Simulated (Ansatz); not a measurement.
# Geometry relaxation of WH2Cl3F3 (part 2 of 2)

The same run, continued: WH2Cl3F3; RKS BHLYP-D4/def2-SVP (Ansatz 0.2.0). The input holds or restrains some coordinates. It belongs to a series of runs on one base structure; here: pulled along the bonds that form and break, towards end A.

Geometry of the input (Å):
```
W  0.0000  0.0000  0.0000
H  0.0000  0.0000  2.0700
F  1.8500  0.0000  0.0000
Cl 0.0000  2.3900  0.0000
F  -1.8500  0.0000  0.0000
F  0.0000  -1.8500  0.0000
Cl 0.0000  0.0000  -2.3900
Cl 1.7678  1.8416  0.8482
H  0.7133  0.7430  2.0759
```

Trajectory as extended XYZ, continued:
```
9
Properties=species:S:1:pos:R:3:forces:R:3 step=6 energy=-47555.32375
W    -0.1610   -0.1314   -0.0921    1.0318   1.9530  -1.1405
H    -0.1313   -0.1314    1.6645    0.1862   0.3065  -0.3615
F     1.6820   -0.0978   -0.0068   -0.6386  -0.3365   0.0941
Cl   -0.1971    2.2230   -0.0830   -0.8875  -1.4250  -0.1742
F    -1.9634   -0.0351    0.0374   -0.6702  -0.6426   0.2441
F    -0.0295   -1.9496    0.0360   -0.4875  -0.1911   0.2263
Cl   -0.0192   -0.0319   -2.3785   -0.1119  -0.3557  -0.4768
Cl    2.1205    2.0742    1.5095    0.0204  -0.6644   1.8197
H     1.1801    1.2046    1.9170    1.5574   1.3557  -0.2313
9
Properties=species:S:1:pos:R:3:forces:R:3 step=7 energy=-47555.97774
W    -0.1516   -0.0442   -0.1682   -0.2497   0.6576  -0.6140
H    -0.1232    0.0066    1.5672    0.1512   0.0115  -0.2152
F     1.6723   -0.0150   -0.0488   -0.2184  -0.2166  -0.1348
Cl   -0.3216    2.2349   -0.0721   -0.1837  -0.7736  -0.1224
F    -1.9698   -0.1319    0.0184    0.0071  -0.2858   0.0441
F    -0.0468   -1.8651    0.0847   -0.2595   0.0825   0.2196
Cl   -0.0619   -0.2047   -2.4696   -0.0642  -0.0744  -0.1673
Cl    2.2141    1.9946    1.6503   -0.3245  -0.3636   1.1988
H     1.2699    1.1495    2.0421    1.1419   0.9624  -0.2088
9
Properties=species:S:1:pos:R:3:forces:R:3 step=8 energy=-47556.12379
W    -0.1479   -0.0021   -0.2145   -0.4933  -0.0584  -0.5231
H    -0.0872    0.0864    1.5064    0.0913  -0.0574  -0.1437
F     1.6717    0.0310   -0.1157    0.0172  -0.1306  -0.1658
Cl   -0.3696    2.2345   -0.1315   -0.0854  -0.1588  -0.0814
F    -1.9583   -0.1543    0.0177   -0.0343  -0.1178  -0.0088
F    -0.0525   -1.8111    0.1364   -0.1008   0.0369   0.1375
Cl   -0.1078   -0.2917   -2.5190   -0.0343  -0.0414   0.0056
Cl    2.1818    1.9772    1.7260   -0.3483  -0.5181   1.1909
H     1.3510    1.0546    2.1982    0.9878   1.0456  -0.4113
9
Properties=species:S:1:pos:R:3:forces:R:3 step=9 energy=-47556.18728
W    -0.1480    0.0284   -0.2571   -0.2946  -0.2071  -0.3480
H    -0.0217    0.1584    1.4522   -0.0271  -0.0912  -0.2024
F     1.6764    0.0910   -0.2201   -0.0484  -0.0760  -0.1765
Cl   -0.3920    2.2570   -0.2308   -0.0517  -0.0346  -0.0334
F    -1.9456   -0.1540    0.0341   -0.1065  -0.0096  -0.0136
F    -0.0266   -1.7608    0.1841   -0.0178  -0.0119   0.0615
Cl   -0.1777   -0.3871   -2.5480   -0.0137  -0.0479   0.0520
Cl    2.1208    1.9324    1.8222   -0.3384  -0.6709   1.2227
H     1.3955    0.9593    2.3675    0.8983   1.1493  -0.5624
9
Properties=species:S:1:pos:R:3:forces:R:3 step=10 energy=-47556.22413
W    -0.1399    0.0553   -0.2879   -0.2991  -0.2330  -0.2384
H     0.0456    0.2114    1.4099   -0.1275  -0.1541  -0.2559
F     1.6826    0.1495   -0.3405   -0.0218  -0.0018  -0.1225
Cl   -0.4107    2.2798   -0.3155   -0.0017   0.0184   0.0226
F    -1.9283   -0.1439    0.0564   -0.0715   0.0526  -0.0075
F     0.0195   -1.7192    0.2045    0.0215  -0.0444   0.0626
Cl   -0.2503   -0.4796   -2.5467   -0.0253  -0.0811  -0.0546
Cl    2.0993    1.8470    1.9103   -0.3372  -0.5815   1.1660
H     1.3633    0.9242    2.5136    0.8626   1.0249  -0.5722
9
Properties=species:S:1:pos:R:3:forces:R:3 step=11 energy=-47556.26393 accepted=F
W    -0.1261    0.0987   -0.3379   -0.4206  -0.6572  -0.2186
H     0.1027    0.2562    1.3506   -0.1894  -0.1523  -0.4450
F     1.6918    0.2323   -0.4969   -0.1684   0.0478  -0.0080
Cl   -0.4055    2.3177   -0.3763   -0.0243   0.0544  -0.0066
F    -1.9071   -0.1145    0.0786    0.1977   0.2184  -0.1407
F     0.0699   -1.6574    0.2383    0.1268   0.0717  -0.0805
Cl   -0.3466   -0.6460   -2.5600   -0.0005   0.0716   0.3983
Cl    2.0325    1.7994    2.0396   -0.3212  -0.7365   1.0908
H     1.3695    0.8383    2.6682    0.7998   1.0820  -0.5898
9
Properties=species:S:1:pos:R:3:forces:R:3 step=12 energy=-47556.25031
W    -0.1264    0.0749   -0.3056   -0.3551  -0.2231  -0.2386
H     0.0703    0.2051    1.3909   -0.1445  -0.1356  -0.3205
F     1.6933    0.1808   -0.4193   -0.0374   0.0755  -0.0324
Cl   -0.3981    2.3014   -0.3273    0.0276  -0.0324  -0.0051
F    -1.9139   -0.1089    0.0656    0.0040   0.0622  -0.0512
F     0.0475   -1.6916    0.2193    0.0408  -0.0832   0.0078
Cl   -0.2975   -0.5620   -2.5413   -0.0483  -0.0537   0.0866
Cl    2.0591    1.8381    1.9703   -0.2957  -0.6261   1.0587
H     1.3468    0.8868    2.5516    0.8086   1.0164  -0.5052
9
Properties=species:S:1:pos:R:3:forces:R:3 step=13 energy=-47556.26871
W    -0.1090    0.0912   -0.3204   -0.2743  -0.2805  -0.2739
H     0.0802    0.1941    1.3773   -0.1802  -0.1241  -0.3627
F     1.7068    0.2234   -0.4802   -0.1145   0.0648  -0.0230
Cl   -0.3801    2.3180   -0.3441    0.0341  -0.0135  -0.0068
F    -1.8940   -0.0857    0.0719    0.0009   0.0839  -0.0480
F     0.0928   -1.6738    0.2109    0.0844  -0.0824   0.0012
Cl   -0.3666   -0.6325   -2.5250   -0.0346  -0.0052   0.1795
Cl    2.0589    1.7980    2.0136   -0.3921  -0.6293   1.0406
H     1.2921    0.8920    2.5999    0.8762   0.9862  -0.5069
9
Properties=species:S:1:pos:R:3:forces:R:3 step=14 energy=-47556.28344
W    -0.0831    0.1110   -0.3392   -0.1783  -0.4863  -0.3195
H     0.0787    0.1712    1.3623   -0.2167  -0.0632  -0.4577
F     1.7243    0.2863   -0.5626   -0.1823   0.0046  -0.0236
Cl   -0.3422    2.3398   -0.3672    0.0147   0.0324  -0.0083
F    -1.8658   -0.0468    0.0778   -0.0344   0.0970  -0.0322
F     0.1727   -1.6525    0.1959    0.1387  -0.0152  -0.0188
Cl   -0.4720   -0.7278   -2.4917    0.0228   0.1266   0.3561
Cl    2.0581    1.7421    2.0692   -0.6521  -0.7449   1.0876
H     1.2103    0.9013    2.6597    1.0877   1.0490  -0.5837
9
Properties=species:S:1:pos:R:3:forces:R:3 step=15 energy=-47556.29896
W    -0.0584    0.1350   -0.3582   -0.1097  -0.7918  -0.2918
H     0.0461    0.1882    1.3469   -0.2177   0.0178  -0.6024
F     1.7368    0.3546   -0.6626   -0.2338  -0.0401   0.0023
Cl   -0.3069    2.3670   -0.4346    0.0120   0.0343   0.0085
F    -1.8406    0.0083    0.0843   -0.0720   0.0644  -0.0629
F     0.2957   -1.6096    0.2104    0.1301   0.1704  -0.0880
Cl   -0.5825   -0.8345   -2.4401    0.1085   0.3065   0.5874
Cl    2.0241    1.6889    2.1514   -0.7871  -0.9004   1.0091
H     1.1667    0.8267    2.7066    1.1697   1.1391  -0.5623
9
Properties=species:S:1:pos:R:3:forces:R:3 step=16 energy=-47556.32689
W    -0.0511    0.1375   -0.3616    0.0954  -0.9544  -0.2286
H    -0.0244    0.2377    1.3435   -0.2155  -0.0589  -0.6202
F     1.7356    0.4021   -0.6998   -0.2666  -0.0787  -0.0814
Cl   -0.2916    2.3725   -0.4476   -0.0155  -0.0066   0.0217
F    -1.8431    0.0129    0.0556   -0.1049   0.0436  -0.0297
F     0.4174   -1.5767    0.2365   -0.0325   0.5061  -0.1381
Cl   -0.6449   -0.8770   -2.4065    0.1946   0.3540   0.6537
Cl    2.0652    1.5952    2.1741   -0.9258  -0.8163   0.9413
H     1.1179    0.8204    2.7098    1.2710   1.0113  -0.5186
9
Properties=species:S:1:pos:R:3:forces:R:3 step=17 energy=-47556.40581
W    -0.0438    0.1403   -0.3602    0.2087  -0.7727   0.3688
H    -0.1460    0.2725    1.3422   -0.1885  -0.0452  -0.6651
F     1.7024    0.4427   -0.8708   -0.2700  -0.0610  -0.0655
Cl   -0.2533    2.3777   -0.3489   -0.0555   0.1422  -0.0232
F    -1.8679    0.0517   -0.0313    0.0059   0.0328  -0.0602
F     0.5694   -1.4848    0.3285   -0.0956   0.4237  -0.2081
Cl   -0.6479   -0.9597   -2.3217    0.1221   0.1917   0.3383
Cl    2.1039    1.4865    2.1967   -1.0479  -0.7727   0.7218
H     1.0643    0.7977    2.6697    1.3209   0.8611  -0.4069
9
Properties=species:S:1:pos:R:3:forces:R:3 step=18 energy=-47556.38972
W    -0.0304    0.1503   -0.3177    0.2324  -0.4027  -0.3827
H    -0.2527    0.3264    1.3685   -0.0152  -0.2288  -0.4771
F     1.6509    0.4691   -1.0549   -0.6064  -0.0019   0.4406
Cl   -0.2825    2.3902   -0.3474    0.0974   0.0823   0.0893
F    -1.8823    0.0651   -0.0970    0.2977   0.0761   0.1119
F     0.6914   -1.4222    0.3604   -0.0850   0.5214   0.1444
Cl   -0.6055   -1.0004   -2.2245   -0.0494  -0.0674  -0.0670
Cl    2.1912    1.3219    2.2556   -1.6906  -0.7479   0.5743
H     1.0011    0.8243    2.6609    1.8189   0.7688  -0.4338
9
Properties=species:S:1:pos:R:3:forces:R:3 step=19 energy=-47556.41788
W    -0.0433    0.1549   -0.3727    0.6049  -0.2763   1.1936
H    -0.2582    0.3279    1.3125   -0.1255   0.1007  -0.6902
F     1.6306    0.5474   -1.0747   -0.4313  -0.1835   0.1125
Cl   -0.2696    2.4046   -0.3183   -0.0955   0.0276  -0.0242
F    -1.8840    0.0780   -0.0923    0.0378   0.0562  -0.1692
F     0.7683   -1.2926    0.4816   -0.2035   0.3046  -0.6745
Cl   -0.6237   -1.0905   -2.2144    0.0501  -0.0888   0.0702
Cl    2.2019    1.1671    2.2453   -1.6426  -0.4376   0.5767
H     0.9592    0.8279    2.6371    1.8055   0.4971  -0.3948
9
Properties=species:S:1:pos:R:3:forces:R:3 step=20 energy=-47556.49517
W    -0.0422    0.1806   -0.3516   -0.5423  -0.2693   0.2900
H    -0.2995    0.3551    1.3253   -0.0078  -0.0697  -0.5788
F     1.5684    0.5838   -1.1452    0.0470   0.0276   0.0312
Cl   -0.2736    2.4439   -0.2629    0.0241  -0.0223   0.0018
F    -1.8965    0.1730   -0.2006    0.1912   0.0966   0.0243
F     0.8062   -1.2563    0.4375    0.0717   0.0993   0.0495
Cl   -0.5747   -1.2413   -2.0933    0.0684   0.0975   0.0212
Cl    2.2020    1.1533    2.2761   -1.2149  -0.4308   0.3491
H     0.9909    0.7325    2.6189    1.3626   0.4712  -0.1883
9
Properties=species:S:1:pos:R:3:forces:R:3 step=21 energy=-47556.50195
W    -0.0454    0.1609   -0.3582   -0.1878  -0.0800   0.4633
H    -0.2823    0.3086    1.3237   -0.0731  -0.0808  -0.5951
F     1.5503    0.5732   -1.1803    0.0276   0.0356   0.0188
Cl   -0.2284    2.4290   -0.2017   -0.0045  -0.0153  -0.0311
F    -1.8939    0.2055   -0.2079    0.0563   0.0385   0.0196
F     0.8429   -1.2628    0.4116    0.0020   0.0663  -0.0099
Cl   -0.5934   -1.2505   -2.0916    0.0038  -0.0113  -0.0452
Cl    2.1776    1.1633    2.2769   -1.1727  -0.3694   0.3776
H     0.9536    0.7975    2.6315    1.3483   0.4164  -0.1981
```

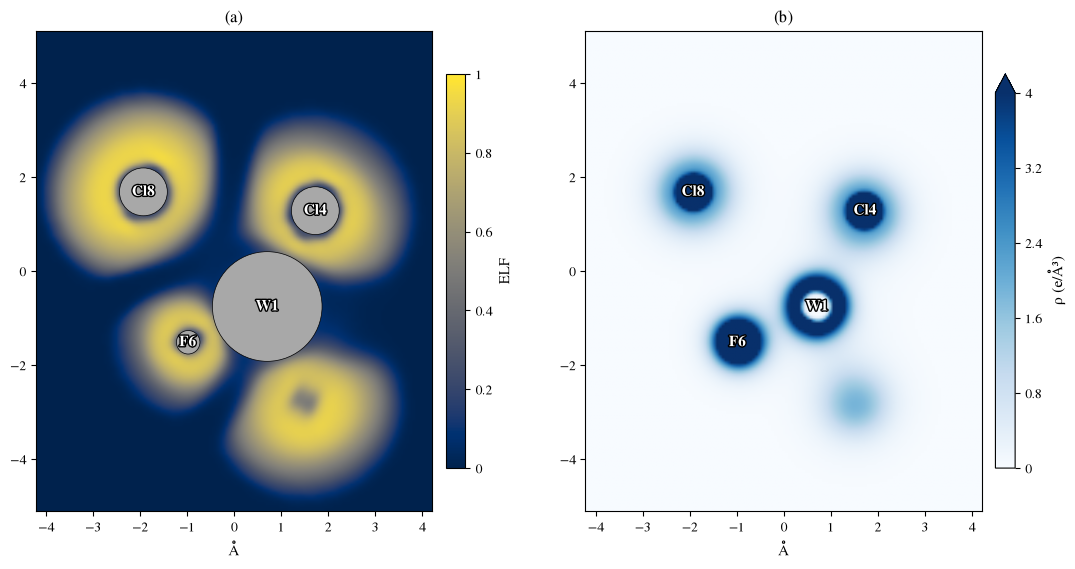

(a) ELF; (b) total electron density on the plane of atoms Cl4, W1 and F6. Grey discs, where drawn, cover atomic cores. The section cuts through W, Cl and F sites. W–Cl (2.28 Å): ρ at the midpoint is about 0.74 e/Å³; the ELF peaks at about 0.85 in the valence shell of Cl, 0.8 Å from its nucleus, and is about 0.45 at the midpoint.

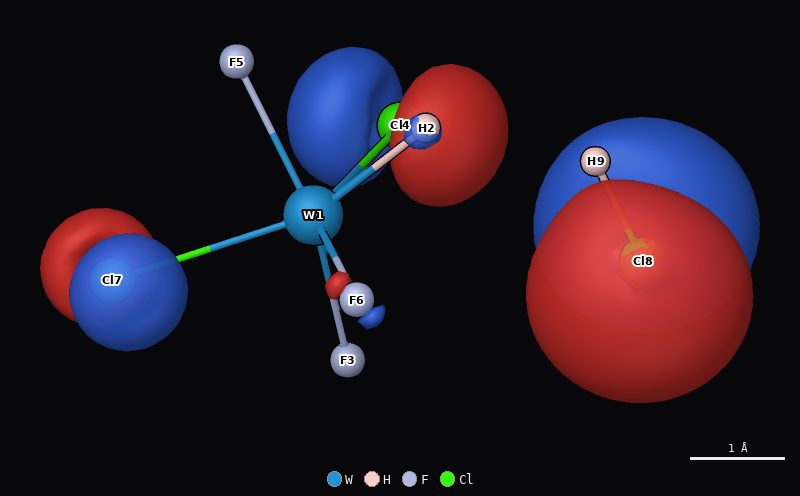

One frontier orbital at ±0.1 Å⁻³ᐟ² (red and blue are the two phases), seen at a tilt. The HOMO−1, at −10.87 eV.

Key numbers:

- outcome: converged under the restraints of the input
- total energy: −47556.5022 eV
- mean-field energy: −47556.0490 eV
- largest force (length of the vector) at the end, held atoms and coordinates included: 1.425 eV/Å
- wall time: 87 s (CPU time 5.4 min)
- peak memory: 0.45 GiB
